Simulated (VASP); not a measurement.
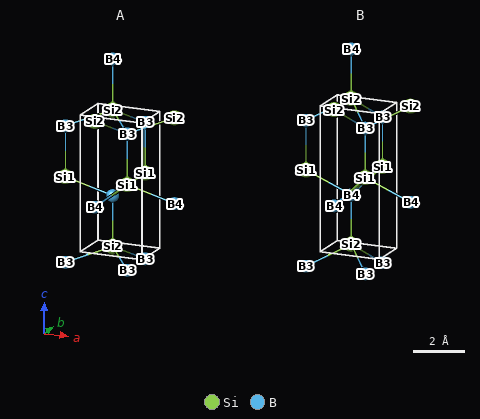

Two geometries of a crystal of SiB (a generated structure, set up in P6_3mc), drawn at one scale. One is the start of a relaxation, the other its converged end. The picture is a ball-and-stick view of the cell of the calculation, seen slightly off an axis.

These are results of Kohn-Sham DFT of a periodic cell, PBE, VASP PAW PBE potentials, recommended in VASP, not measurements. Settings: plane-wave cutoff 520 eV; k-point mesh 12 × 12 × 6; occupations gaussian; smearing width 0.1 eV; no spin polarisation.

Which one is relaxed?

Answer. Structure B is the relaxed one. The run lets cell and atoms move. The largest moves relative to the cell, 0.095 Å, are those of Si1, Si2, B3 and B4. Si1 goes along +c. Largest moves by element: Si 0.095 Å, B 0.095 Å. The drawn cell changes as follows: a = b 3.320 → 3.182 Å (−4.2 %), c 5.475 → 5.840 Å (+6.7 %); the volume changes by −2.0 %. Some distances before and after: Si1–B3 2.040 → 1.986 Å, Si1–B4 2.040 → 2.061 Å. Among the angles between lasting bonds that change: B4–Si1–B4 108.9° → 101.1°, Si2–B3–Si2 108.9° → 101.1°, B3–Si1–B4 110.0° → 117.0°. The space group stays P6_3mc (No. 186). Over 20 geometry steps the energy falls by 31.4 meV per atom. The largest force component goes from 0.19 to 0.0021 eV/Å. Pressure: −0.01 GPa at the start and −0.02 GPa at the end.
